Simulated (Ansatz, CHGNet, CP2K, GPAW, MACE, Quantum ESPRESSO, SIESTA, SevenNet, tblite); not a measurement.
# How far do other methods lie from plane waves? Random packing of B74C26 (at. %) (103 atoms)

One geometry of random packing of B74C26 (at. %) (103 atoms) is solved by several programs and methods. How far do their forces lie from a plane-wave PBE run?

Results are calculated, not measured.

### 1. The cell

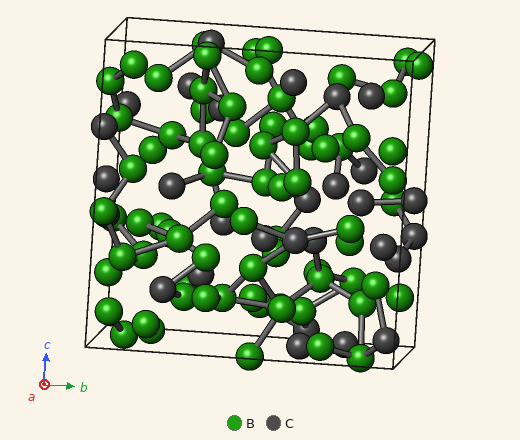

The cell (boron green, carbon dark grey). Bonds to atoms that aren't drawn are left out. Some periodic images of atoms are drawn too.

The cell holds 103 atoms (76 B and 27 C), with edges of 9.54, 9.54 and 9.54 Å. Recipe: 103 atoms (76 B, 27 C) packed at random in a cube at 2.19 g/cm³ and pushed apart as soft spheres; a start for melting by ab initio MD, not an equilibrated structure. Then every atom was moved at random, 0.05 Å r.m.s. a Cartesian component. The density is 2.19 g/cm³.

### 2. The reference input

Quantum ESPRESSO 7.5: Kohn-Sham DFT, PBE, SSSP efficiency 1.3.0 pseudopotentials, plane waves. Its input, pw.in:

```
&control
  calculation = 'scf'
  pseudo_dir = './pseudo'
  outdir = './tmp'
  disk_io = 'none'
  tprnfor = .true.
  tstress = .true.
/
&system
  ibrav = 0
  nat = 103
  ntyp = 2
  ecutwfc = 45
  ecutrho = 360
  nosym = .true.
  occupations = 'smearing'
  smearing = 'fd'
  degauss = 0.003675
/
&electrons
  conv_thr = 5.2e-07
  electron_maxstep = 100
  mixing_beta = 0.2
  mixing_mode = 'local-TF'
  diagonalization = 'david'
/
ATOMIC_SPECIES
B 10.810 B.upf
C 12.011 C.upf
CELL_PARAMETERS angstrom
9.54210 0.00000 0.00000
0.00000 9.54210 0.00000
0.00000 0.00000 9.54210
ATOMIC_POSITIONS crystal
B 0.48294 0.49808 0.15869
B 0.67105 0.04781 0.09619
B 0.72920 0.60452 0.15249
B 0.60227 0.72025 0.24590
[... 97 atom lines left out ...]
C 0.06908 0.80363 0.56384
C 0.55448 0.52840 0.35878
K_POINTS gamma
```

```console
$ OMP_NUM_THREADS=1 mpirun -np 2 pw.x -in pw.in > output.txt
```

It took 3.2 min on 2 MPI ranks of Arm Neoverse N1, shared host; peak memory 1.8 GiB.

It converged with an r.m.s. force component of 1.3 eV/Å and a pressure of -22 GPa.

### 3. What was run beside it

- CHGNet: machine-learned potential, published weights.
- CP2K 2026.2: Gaussian basis with GTH pseudopotentials and a plane-wave density; labels give functional, basis (MOLOPT sets; SR short-range, UZH the newer set with its own potentials), grid cutoff/relative cutoff and solver (OT: orbital transformation; TRS4, TC2, SIGN: linear-scaling purification with its sparsity filter), or its built-in tight binding.
- GPAW 26.7.0: PAW with atomic orbitals (LCAO), plane waves or a real-space grid of spacing h.
- MACE: machine-learned potential, published weights.
- Quantum ESPRESSO 7.5: plane waves; labels (QE) give functional, pseudopotential set and cutoffs of waves/density.
- SIESTA 5.4.2: numerical atomic orbitals, whose automatically made sets are far from complete, with PseudoDojo norm-conserving potentials that we converted to its format (checked against plane waves on the same files for H, C, O, Si, Ge and Ca alone); labels give functional, basis size, energy shift and mesh cutoff.
- SevenNet: machine-learned potential, published weights.
- tblite 0.8.0: extended tight binding, driven from Python.

All use the same cell and atoms, and the electronic-structure runs the same k-mesh.

### 4. Side by side

Differences are against the reference: forces as r.m.s. over components, share as that over the reference's r.m.s. force, slope as the fitted ratio of a run's forces to the reference's.

```
                                                         run  Δ force, r.m.s. (meV/Å)  share (%)  slope  Δ pressure (GPa)  cores  CPU time  memory (GiB)
                                                   reference                        -          -      -                 -      2   6.4 min           1.8
                                      CHGNet 0.3.0 potential                      681       50.7  0.920             0.379      1     7.9 s           2.5
              CP2K PBE, DZVP-UZH, 450/50 Ry, diagonalisation                     47.5       3.54  1.012             0.604      4    21 min           2.7
CP2K PBE, SZV-MOLOPT-SR, 450/50 Ry, diagonalisation (coarse)                      670       49.9  1.371              6.21      1     6 min           1.7
                                 GPAW PBE, LCAO dzp, h 0.2 Å                      147       10.9  1.033                 -      2    23 min           1.6
                    GPAW PBE, LCAO sz(dzp), h 0.2 Å (coarse)                      862       64.2  1.116                 -      1   3.2 min          0.75
                                 MACE MP-0b2 small potential                      701       52.2  0.924             -6.20      1      10 s          0.74
             QE PBE+D3(BJ), sssp-1.3.0-efficiency, 45/360 Ry                      132       9.82  0.968            -0.158      2   6.4 min           1.8
         SIESTA PBE, DZ, shift 0.01 Ry, mesh 300 Ry (coarse)                      290       21.6  1.056              6.55      2   5.2 min          0.95
                 SIESTA PBE, DZP, shift 0.01 Ry, mesh 300 Ry                      179       13.3  1.049              2.12      2    18 min           1.6
        SIESTA PBE, SZP, shift 0.01 Ry, mesh 300 Ry (coarse)                      663       49.3  1.091              11.5      2    14 min           1.4
                                     SevenNet l3i5 potential                      646       48.1  0.967             -1.55      1      22 s           2.3
                                             tblite GFN1-xTB                      686       51.1  1.052              5.54      1     4.8 s          0.11
```

Rows marked coarse were listed beforehand as settings not expected to be converged; some can still land near the reference.

Times of the machine-learned potentials are mostly Python's start and the loading of weights.

Runs without a result: CP2K GFN1-xTB, diagonalisation (not converged).

CPU time is summed over cores on shared hosts, so it is rough.

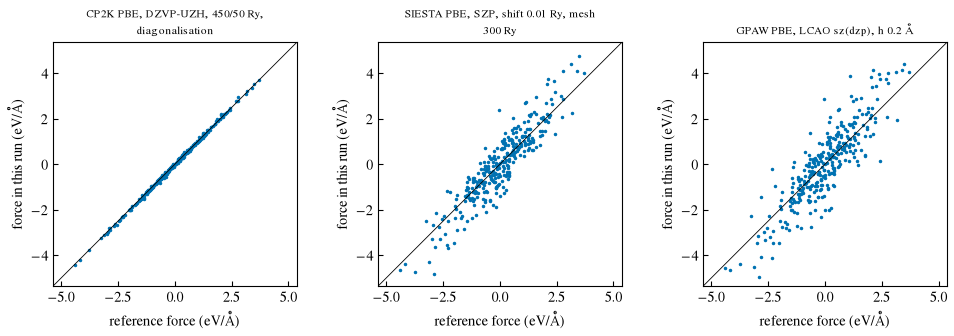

Force components against those of the reference; the line marks equality.

### 5. Findings

Forces lie from 3.5 % (CP2K PBE, DZVP-UZH, 450/50 Ry, diagonalisation) to 64 % (GPAW PBE, LCAO sz(dzp), h 0.2 Å, coarse) of the reference's r.m.s. force of 1.3 eV/Å away from it. The PBE runs in local orbitals, coarse settings apart, differ by 3.5 % (CP2K PBE, DZVP-UZH, 450/50 Ry, diagonalisation) to 13 % (SIESTA PBE, DZP, shift 0.01 Ry, mesh 300 Ry); basis, grid and potentials can all enter. Tight binding differs by 51 % (tblite GFN1-xTB); it is another model, with fitted parameters of its own, and the xTB methods hold dispersion. Machine-learned potentials differ by 48 % (SevenNet l3i5 potential) to 52 % (MACE MP-0b2 small potential); they were trained on other programs' data.

In the reference's own program, potentials and cutoffs, a change of model alone moves forces by 9.8 % (QE PBE+D3(BJ), sssp-1.3.0-efficiency, 45/360 Ry). Runs with settings chosen to be coarse differ by 22 % (SIESTA PBE, DZ, shift 0.01 Ry, mesh 300 Ry) to 64 % (GPAW PBE, LCAO sz(dzp), h 0.2 Å), their programs' other errors included. CP2K PBE, SZV-MOLOPT-SR, 450/50 Ry, diagonalisation stiffens the forces by a factor of 1.37 while following their directions (correlation 0.972); the slopes of the 2 CP2K runs lie between 1.01 and 1.37. Pressures at PBE, coarse settings apart, lie +0.60 to +2.12 GPa from the reference's.

**Limits.** Periodic xTB results under one method name differ between programs and library versions. The reference's pressure holds the uncorrected Pulay stress of its 45 Ry basis, so small pressure differences may be the reference's own error. Machine-learned potentials mimic data converged in k, so the reference's own k-point error enters their differences. The reference's stress is far from hydrostatic: its diagonal is -18.4, -21.0, -25.9 GPa, compression counted positive. The electronic-structure runs sample only Γ, in a cell whose shortest periodic width is 10 Å, which is coarse for a cell with partly filled levels. The reference's pressure of -22 GPa reflects the volume that the recipe set, positions that aren't this level's minimum and the basis. The reference has no spin polarisation, so local moments can't form. Where levels are smeared, the DFT runs use Fermi–Dirac occupations at 580 K (0.05 eV), and energies are free energies. The atoms were displaced at random, and shares hang on the size of the forces that this gives. The reference's cutoffs and mesh weren't converged further here.

[Logs are printed without paths, hosts, clocks, repeated set-up lines and the standing remarks that a program may print on its own settings, such as how far it seeks lower states.]

[Hosts, paths, dates, database ids (printed as entryN), source tags and the programs' standing remarks are cut or masked in the printed files.]

[Cells were taken only where this reference lay near another plane-wave run.]
